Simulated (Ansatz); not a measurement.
## 7Li NMR of paramagnetic LiFeAsHO5

How far does Fe shift the 7Li, 1H and 17O resonances of LiFeAsHO5 at 320 K?

Program: Ansatz 0.2.0. Level of theory: DFT, PBE+U, plane-wave PAW, default files (PAW set soft_2), collinear spin, scalar-relativistic. Results are calculated unless marked as measured.

### 1. Set-up

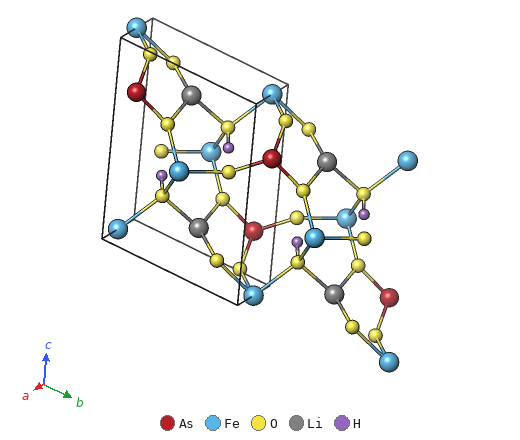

The starting structure, seen slightly off an axis (arsenic red, iron blue, oxygen yellow, lithium grey, hydrogen purple). 1×2×1 cells are drawn. Some periodic images of atoms are drawn too.

The cell is an entry of the Crystallography Open Database; it need not be the form that is stable at ambient conditions. The atoms were relaxed beforehand at this level of theory at fixed cell, with all moments parallel.

### 2. The ferromagnetic state

The hyperfine field is read from the state with all Fe moments parallel, which stands for the saturated paramagnet. A Hubbard U holds the open shell closer to the ion than the plain functional does, which changes how much spin reaches the ligands.

Contents of input.yaml:

```yaml
crystal:
  lattice:
    - [5.2652, 0.0, 0.0]
    - [-0.7784016639, 5.4285765777, 0.0]
    - [-1.9531064585, -2.9163138302, 6.5069113292]
  atoms:
    - { symbol: As, position: [0.0490785937, 0.8635241018, 0.2316076786] }
    - { symbol: As, position: [0.9509214063, 0.1364758982, 0.7683923214] }
    - { symbol: Fe, position: [0.0, 0.5, 0.5], spin: 5.0 }
    - { symbol: Fe, position: [0.5, 0.0, 0.0], spin: 5.0 }
    - { symbol: O, position: [0.1689684953, 0.184790606, 0.4156945299] }
    - { symbol: O, position: [0.8310315047, 0.815209394, 0.5843054701] }
    - { symbol: O, position: [0.6168339449, 0.3154775809, 0.2807165393] }
    - { symbol: O, position: [0.3831660551, 0.6845224191, 0.7192834607] }
    - { symbol: O, position: [0.1870311212, 0.819924011, 0.0424609265] }
    - { symbol: O, position: [0.8129688788, 0.180075989, 0.9575390735] }
    - { symbol: O, position: [0.1662809571, 0.647172503, 0.3309402389] }
    - { symbol: O, position: [0.8337190429, 0.352827497, 0.6690597611] }
    - { symbol: O, position: [0.7025221616, 0.7613981698, 0.115220925] }
    - { symbol: O, position: [0.2974778384, 0.2386018302, 0.884779075] }
    - { symbol: Li, position: [0.4327069004, 0.5546111338, 0.1827858829] }
    - { symbol: Li, position: [0.5672930996, 0.4453888662, 0.8172141171] }
    - { symbol: H, position: [0.5011863272, 0.2738384272, 0.3567674622] }
    - { symbol: H, position: [0.4988136728, 0.7261615728, 0.6432325378] }
magnetization:
  spin_polarized: true
kpoints:
  mp_grid: { grid: [5, 5, 4] }
scf:
  lower_state_search: "off"
  occupations: { method: fermi_dirac, width: 0.02 }
hamiltonian:
  xc: pbe
  hubbard: [{ species: Fe, l: d, u_eff: 4 }]
output:
  efg:
    contact_densities: true
    quadrupole_moments_barn: { As: 0.311, O: -0.02558, Li: -0.0401, H: 0.00285783 }
  forces: false
  write_density: true
  write_potential: true
  elf: true
  volumetric_format: npy
```

On the command line:

```console
$ ansatz run input.yaml --threads 4 --pin off --max-ram 16384MiB --backend cpu --events-out ev --progress --plain --runs-dir out
```

Numbers of over 12 decimals in the logs are rounded to 6 here.

The log of the run:

```text
[a pick of lines, long numbers rounded; other set-up, energy and force rows are left out]
Functional definition: PBE
Crystal: 18 atoms, lattice volume = 185.984 Å³
Basis set: ecut = 420 eV, 3631 PW (Γ)
Symmetry: 2 space group operations
Magnetic group: BNS 2.4 (UNI 4), of the structure as read, at distance tolerance 5.7e-5 Å
k-points: 51 of 100
Functional: x = pbe(κ = 0.804, μ = 0.219515), c = pbe(β = 0.066725)
SCF iter   1: F=—  HF=-24791.117218 eV  |F-HF|=—  |Δ(HF+E_count)|=         —  Δρ=1.92e-1 (↑4.91e-2 ↓1.92e-1)  dr2=1.09e2  dr2_m=1.24e1  M=6.904 μB ∫|m|=6.924 μB  β_m=0.30  ethr=3.10e-3  ⟨swp⟩=6.0  Hψ=34118  notcnv=0  defer=47
preconditioner: auto → Kerker (q_TF=auto, 2.570 Å⁻¹)  [metal: Δε(μ)=0.012 eV  Ē_g=14.929 eV  σ=0.020 eV  W_gap=0.14  n_scr=52 (ndim 8)  ℏωp=25.8 eV  f_vac=0.019  D(μ)=13.22/eV (n_scr^D=138)]
SCF iter   2: F=—  HF=-24787.820379 eV  |F-HF|=—  |Δ(HF+E_count)|=    3.30e0  Δρ=6.22e-2 (↑4.55e-2 ↓6.22e-2)  dr2=1.42e1  dr2_m=8.34e-1  M=10.000 μB ∫|m|=10.001 μB  β_m=1.00  ethr=3.10e-3  ⟨swp⟩=3.5  Hψ=20462  notcnv=0  defer=1366
preconditioner: auto → Resta (q_TF=auto, 2.570 Å⁻¹)  ε∞=4.0  [insulator: Δε(μ)=1.149 eV  Ē_g=15.038 eV  σ=0.020 eV  W_gap=1.00  n_scr=52 (ndim 8)  ℏωp=25.8 eV  f_vac=0.018  D(μ)=0.00/eV (n_scr^D=0)  ε∞_Penn≈4.0]
SCF iter   3: F=—  HF=-24785.543556 eV  |F-HF|=—  |Δ(HF+E_count)|=    2.28e0  Δρ=2.92e-2 (↑2.92e-2 ↓2.80e-2)  dr2=4.57e0  dr2_m=1.56e-2  M=10.000 μB ∫|m|=10.012 μB  β_m=0.30  ethr=3.10e-3  ⟨swp⟩=2.6  Hψ=17873  notcnv=0  defer=1353
SCF iter   4: F=—  HF=-24785.512533 eV  |F-HF|=—  |Δ(HF+E_count)|=   3.10e-2  Δρ=1.84e-2 (↑1.23e-2 ↓1.84e-2)  dr2=9.16e-1  dr2_m=7.85e-2  M=10.000 μB ∫|m|=10.010 μB  β_m=0.30  ethr=3.10e-3  ⟨swp⟩=2.5  Hψ=18254  notcnv=0  defer=1405
SCF iter   5: F=—  HF=-24785.661312 eV  |F-HF|=—  |Δ(HF+E_count)|=   1.49e-1  Δρ=7.26e-3 (↑5.63e-3 ↓7.26e-3)  dr2=2.54e-1  dr2_m=1.08e-2  M=10.000 μB ∫|m|=10.016 μB  β_m=0.30  ethr=7.05e-4  ⟨swp⟩=2.5  Hψ=16786  notcnv=0  defer=1402
SCF iter   6: F=—  HF=-24785.745075 eV  |F-HF|=—  |Δ(HF+E_count)|=   8.38e-2  Δρ=4.44e-3 (↑3.77e-3 ↓4.44e-3)  dr2=9.30e-2  dr2_m=6.84e-3  M=10.000 μB ∫|m|=10.017 μB  β_m=0.30  ethr=1.96e-4  ⟨swp⟩=2.0  Hψ=10338  notcnv=0  defer=1402
SCF iter   7: F=—  HF=-24785.785438 eV  |F-HF|=—  |Δ(HF+E_count)|=   4.04e-2  Δρ=2.47e-3 (↑2.26e-3 ↓2.47e-3)  dr2=1.65e-2  dr2_m=5.69e-3  M=10.000 μB ∫|m|=10.018 μB  β_m=0.49  ethr=7.15e-5  ⟨swp⟩=2.1  Hψ=13439  notcnv=0  defer=1402
SCF iter   8: F=—  HF=-24785.841218 eV  |F-HF|=—  |Δ(HF+E_count)|=   5.58e-2  Δρ=1.39e-3 (↑1.32e-3 ↓1.39e-3)  dr2=8.76e-3  dr2_m=1.25e-3  M=10.000 μB ∫|m|=10.022 μB  β_m=0.54  ethr=1.27e-5  ⟨swp⟩=2.1  Hψ=16432  notcnv=0  defer=1399
SCF iter   9: F=—  HF=-24785.852874 eV  |F-HF|=—  |Δ(HF+E_count)|=   1.17e-2  Δρ=8.44e-4 (↑3.38e-4 ↓8.44e-4)  dr2=1.84e-3  dr2_m=3.22e-4  M=10.000 μB ∫|m|=10.024 μB  β_m=0.77  ethr=6.74e-6  ⟨swp⟩=2.0  Hψ=14899  notcnv=0  defer=1399
SCF iter  10: F=—  HF=-24785.854053 eV  |F-HF|=—  |Δ(HF+E_count)|=   1.18e-3  Δρ=2.60e-4 (↑2.15e-4 ↓2.60e-4)  dr2=3.66e-4  dr2_m=7.60e-6  M=10.000 μB ∫|m|=10.025 μB  β_m=0.70  ethr=1.42e-6  ⟨swp⟩=2.0  Hψ=11923  notcnv=0  defer=1399
SCF iter  11: F=—  HF=-24785.854105 eV  |F-HF|=—  |Δ(HF+E_count)|=   5.18e-5  Δρ=1.26e-4 (↑8.04e-5 ↓1.26e-4)  dr2=6.77e-5  dr2_m=3.16e-6  M=10.000 μB ∫|m|=10.025 μB  β_m=0.74  ethr=2.82e-7  ⟨swp⟩=2.7  Hψ=15068  notcnv=0  defer=1399
SCF iter  12: F=—  HF=-24785.854186 eV  |F-HF|=—  |Δ(HF+E_count)|=   8.13e-5  Δρ=8.94e-5 (↑4.19e-5 ↓8.94e-5)  dr2=2.64e-5  dr2_m=1.79e-6  M=10.000 μB ∫|m|=10.025 μB  β_m=0.78  ethr=5.20e-8  ⟨swp⟩=2.2  Hψ=12595  notcnv=0  defer=1399
SCF iter  13: F=—  HF=-24785.854194 eV  |F-HF|=—  |Δ(HF+E_count)|=   7.95e-6  Δρ=3.83e-5 (↑2.36e-5 ↓3.83e-5)  dr2=5.94e-6  dr2_m=1.88e-7  M=10.000 μB ∫|m|=10.025 μB  β_m=0.67  ethr=2.03e-8  ⟨swp⟩=2.0  Hψ=14059  notcnv=0  defer=1399
SCF iter  14: F=—  HF=-24785.854194 eV  |F-HF|=—  |Δ(HF+E_count)|=   2.90e-7  Δρ=1.19e-5 (↑7.68e-6 ↓1.19e-5)  dr2=6.43e-7  dr2_m=2.61e-8  M=10.000 μB ∫|m|=10.025 μB  β_m=0.71  ethr=4.57e-9  ⟨swp⟩=2.0  Hψ=13858  notcnv=0  defer=1399
SCF iter  15: F=—  HF=-24785.854195 eV  |F-HF|=—  |Δ(HF+E_count)|=   3.83e-7  Δρ=5.58e-6 (↑3.64e-6 ↓5.58e-6)  dr2=1.41e-7  dr2_m=7.36e-9  M=10.000 μB ∫|m|=10.025 μB  β_m=0.85  ethr=4.94e-10  ⟨swp⟩=2.0  Hψ=11144  notcnv=0  defer=1399
iter 16 met the thresholds in force, and the SCF goes on: an eigenvalue changes by 0.15 meV, over its tolerance of 0.07 meV (output.eigenvalues, Limitations)
SCF iter  16: F=-24785.854195 eV  HF=-24785.854195 eV  |F-HF|=2.62e-8  |Δ(HF+E_count)|=   1.01e-7  Δρ=2.75e-6 (↑2.38e-6 ↓2.75e-6)  dr2=3.78e-8  dr2_m=4.47e-10  M=10.000 μB ∫|m|=10.025 μB  β_m=0.70  ethr=7.69e-11  ⟨swp⟩=11.0  Hψ=36499  notcnv=0
SCF iter  17: F=-24785.854195 eV  HF=-24785.854195 eV  |F-HF|=1.21e-9  |Δ(HF+E_count)|=   5.20e-9  Δρ=5.61e-7 (↑5.28e-7 ↓5.61e-7)  dr2=1.89e-9  dr2_m=1.25e-10  M=10.000 μB ∫|m|=10.025 μB  ethr=2.91e-11  ⟨swp⟩=1.0  Hψ=21347  notcnv=0
SCF 1 converged in 17 iterations: F = -24785.854195 eV  dr2 = 1.89e-9
SCF converged after 17 iterations
an eigenvalue changed by more than its tolerance at an iteration that met the thresholds in force, so the SCF went on 1 time: the last check found none over its tolerance
[...]
Free energy (F): -24785.854195 eV
Fermi energy:    7.057085 eV
--- PAW observables at the nuclei: V_zz in 10²¹ V/m², potentials from the cell's mean, atoms counted from 1 ---
  atom   1  As V_zz =    -1.401626   η = 0.8891   by run symmetry: allowed   C_q = -10.5402 MHz
            electrostatic potential = -4510.524504 V   contact ρ = 235456.481600 e/Å³   contact ρ_s (e/Å³): all electrons +1.271526, valence +1.200245
  atom   2  As V_zz =    -1.401626   η = 0.8891   by run symmetry: allowed   C_q = -10.5402 MHz
            electrostatic potential = -4510.524504 V   contact ρ = 235456.481600 e/Å³   contact ρ_s (e/Å³): all electrons +1.271526, valence +1.200245
  atom   3  Fe V_zz =    -2.461750   η = 0.5476   by run symmetry: allowed
            electrostatic potential = -3198.557974 V   contact ρ = 100569.713270 e/Å³   contact ρ_s (e/Å³): all electrons -4.101125, valence +6.376151
  atom   4  Fe V_zz =    -3.487549   η = 0.7708   by run symmetry: allowed
            electrostatic potential = -3198.761944 V   contact ρ = 100570.124400 e/Å³   contact ρ_s (e/Å³): all electrons -4.088038, valence +6.339150
  atom   5  O  V_zz =   +13.181859   η = 0.2809   by run symmetry: allowed   C_q = -8.1533 MHz
            electrostatic potential = -621.358857 V   contact ρ = 2158.438825 e/Å³   contact ρ_s (e/Å³): all electrons +0.790745, valence +0.907519
  atom   6  O  V_zz =   +13.181859   η = 0.2809   by run symmetry: allowed   C_q = -8.1533 MHz
            electrostatic potential = -621.358857 V   contact ρ = 2158.438825 e/Å³   contact ρ_s (e/Å³): all electrons +0.790745, valence +0.907519
  atom   7  O  V_zz =    +9.314052   η = 0.7690   by run symmetry: allowed   C_q = -5.7609 MHz
            electrostatic potential = -621.361756 V   contact ρ = 2155.545186 e/Å³   contact ρ_s (e/Å³): all electrons +1.150831, valence +1.388896
  atom   8  O  V_zz =    +9.314052   η = 0.7690   by run symmetry: allowed   C_q = -5.7609 MHz
            electrostatic potential = -621.361756 V   contact ρ = 2155.545186 e/Å³   contact ρ_s (e/Å³): all electrons +1.150831, valence +1.388896
  atom   9  O  V_zz =   +12.838409   η = 0.1374   by run symmetry: allowed   C_q = -7.9408 MHz
            electrostatic potential = -621.555052 V   contact ρ = 2157.837537 e/Å³   contact ρ_s (e/Å³): all electrons +0.886890, valence +1.048191
  atom  10  O  V_zz =   +12.838409   η = 0.1374   by run symmetry: allowed   C_q = -7.9408 MHz
            electrostatic potential = -621.555052 V   contact ρ = 2157.837537 e/Å³   contact ρ_s (e/Å³): all electrons +0.886890, valence +1.048191
  atom  11  O  V_zz =   +12.611999   η = 0.4774   by run symmetry: allowed   C_q = -7.8008 MHz
            electrostatic potential = -621.465184 V   contact ρ = 2157.927631 e/Å³   contact ρ_s (e/Å³): all electrons +0.742360, valence +0.894076
  atom  12  O  V_zz =   +12.611999   η = 0.4774   by run symmetry: allowed   C_q = -7.8008 MHz
            electrostatic potential = -621.465184 V   contact ρ = 2157.927631 e/Å³   contact ρ_s (e/Å³): all electrons +0.742360, valence +0.894076
  atom  13  O  V_zz =   +12.543864   η = 0.3132   by run symmetry: allowed   C_q = -7.7587 MHz
            electrostatic potential = -621.202338 V   contact ρ = 2157.647717 e/Å³   contact ρ_s (e/Å³): all electrons +0.647488, valence +0.763277
  atom  14  O  V_zz =   +12.543864   η = 0.3132   by run symmetry: allowed   C_q = -7.7587 MHz
            electrostatic potential = -621.202338 V   contact ρ = 2157.647717 e/Å³   contact ρ_s (e/Å³): all electrons +0.647488, valence +0.763277
  atom  15  Li V_zz =    +0.111122   η = 0.4774   by run symmetry: allowed   C_q = -0.1077 MHz
            electrostatic potential = -170.150144 V   contact ρ = 94.508601 e/Å³   contact ρ_s (e/Å³): all electrons +0.021675, valence +0.021454
  atom  16  Li V_zz =    +0.111122   η = 0.4774   by run symmetry: allowed   C_q = -0.1077 MHz
            electrostatic potential = -170.150144 V   contact ρ = 94.508601 e/Å³   contact ρ_s (e/Å³): all electrons +0.021675, valence +0.021454
  atom  17  H  V_zz =    +3.519224   η = 0.0660   by run symmetry: allowed   C_q = +0.2432 MHz
            electrostatic potential = -39.379998 V   contact ρ = 2.919596 e/Å³   contact ρ_s (e/Å³): all electrons +0.008932, valence +0.008857
  atom  18  H  V_zz =    +3.519224   η = 0.0660   by run symmetry: allowed   C_q = +0.2432 MHz
            electrostatic potential = -39.379998 V   contact ρ = 2.919596 e/Å³   contact ρ_s (e/Å³): all electrons +0.008932, valence +0.008857
--- Band table (eV; the first three rows and the last of 102) ---
  k-point 0 ↑: bands = ["-85.3155", "-85.1633", "-51.2920", "-51.2729", "-51.2082", "-51.1476", "-51.1356", "-51.0571", "-36.9366", "-36.9280", "-30.0752", "-30.0750", "-30.0620", "-30.0618", "-30.0516", "-30.0514", "-29.9708", "-29.9708", "-29.9635", "-29.9635", "-14.0471", "-13.5807", "-12.4939", "-12.3056", "-11.8946", "-11.6898", "-11.6197", "-11.4956", "-11.4202", "-11.3596", "-3.4826", "-2.7973", "-1.7028", "-1 [...]
  k-point 1 ↑: bands = ["-85.3154", "-85.1633", "-51.2920", "-51.2729", "-51.2082", "-51.1476", "-51.1356", "-51.0571", "-36.9366", "-36.9280", "-30.0754", "-30.0749", "-30.0620", "-30.0618", "-30.0517", "-30.0513", "-29.9708", "-29.9708", "-29.9636", "-29.9635", "-13.9878", "-13.6558", "-12.4845", "-12.3621", "-11.8343", "-11.6951", "-11.5920", "-11.5008", "-11.4159", "-11.3730", "-3.4194", "-2.9660", "-1.5479", "-1 [...]
  k-point 2 ↑: bands = ["-85.3154", "-85.1633", "-51.2920", "-51.2729", "-51.2082", "-51.1476", "-51.1356", "-51.0571", "-36.9366", "-36.9280", "-30.0754", "-30.0748", "-30.0620", "-30.0618", "-30.0517", "-30.0513", "-29.9708", "-29.9707", "-29.9636", "-29.9635", "-13.8635", "-13.7959", "-12.4657", "-12.4173", "-11.7877", "-11.6984", "-11.5486", "-11.5186", "-11.4023", "-11.3980", "-3.2575", "-3.2123", "-1.3587", "-1 [...]
  k-point 50 ↓: bands = ["-80.2224", "-80.0960", "-46.3056", "-46.2944", "-46.2516", "-46.1984", "-46.1723", "-46.1296", "-36.9321", "-36.9238", "-30.0667", "-30.0661", "-30.0541", "-30.0539", "-30.0426", "-30.0422", "-29.9634", "-29.9634", "-29.9560", "-29.9560", "-13.6586", "-13.4864", "-12.2109", "-12.1127", "-11.6965", "-11.5549", "-11.4491", "-11.3096", "-11.2165", "-11.1373", "-2.5887", "-2.5225", "-0.1826", "0 [...]
Occupation matrices written to <dir>
[key lines of the parts left out:]
Magnetization: 10.0000 μB (70.0000 up, 60.0000 down)
```

Wall time 51 s (4 threads of Intel Xeon Platinum 8375C at 2.90GHz (Ice Lake), shared host); peak memory 1.8 GiB.

The cell holds 10.00 μB on 2 Fe, so S = 2.50. The contact field is B = (2μ₀/3) μB ρ_s, 7.769 T for 1 e/Å³, and A_iso = γB/(2πS) sums over all ions. The valence part leaves out the polarisation of the shells that the files keep in the core (H has none; for Li and Na most or all inner electrons count as valence):

```csv
site,atom,atoms in cell,links to Fe,field (T),valence part (T),A_iso (MHz)
Li,15,2,"4 Fe through links of 91 to 96° (3), 105° (1), 115° (1) and 135° (1)",0.168,0.167,1.11
H,17,2,2 Fe through links of 104 to 108° (2),0.0694,0.0688,1.18
O(1),5,2,bonded to 1 Fe at 2.03 Å,6.14,7.05,-14.2
O(2),7,2,bonded to 2 Fe at 2.04 to 2.06 Å,8.94,10.8,-20.7
O(3),9,2,bonded to 1 Fe at 1.95 Å,6.89,8.14,-15.9
O(4),11,2,bonded to 1 Fe at 2.02 Å,5.77,6.95,-13.3
O(5),13,2,bonded to 1 Fe at 2.07 Å,5.03,5.93,-11.6
As,1,2,4 Fe through links of 120 to 125° (2) and 134 to 138° (2),9.88,9.33,28.9
```

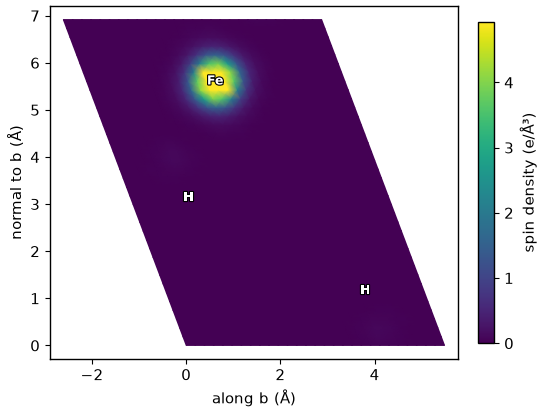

Spin density in the bc plane at fractional x = 0.499, with atoms of Fe and H within 0.2 Å of it. The map starts off the cell's origin, so that atoms lie inside it.

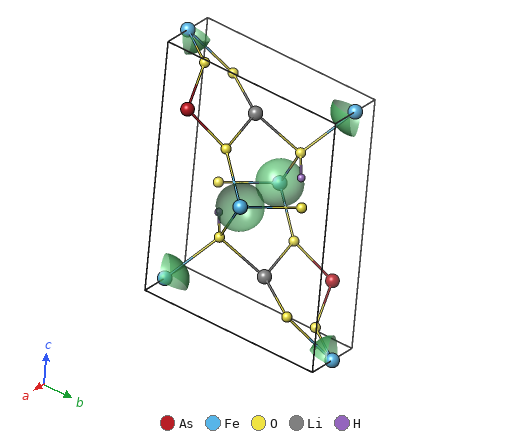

Surface of spin density = 0.56 e/Å³, which holds about 70 % of the integral of its size.

[end of part 1 of 2]

[Logs are printed without paths, hosts, clocks, repeated set-up lines and the standing remarks that a program may print on its own settings, such as how far it seeks lower states.]

[Hosts, paths, dates, database ids (printed as entryN), source tags and the programs' standing remarks are cut or masked in the printed files.]
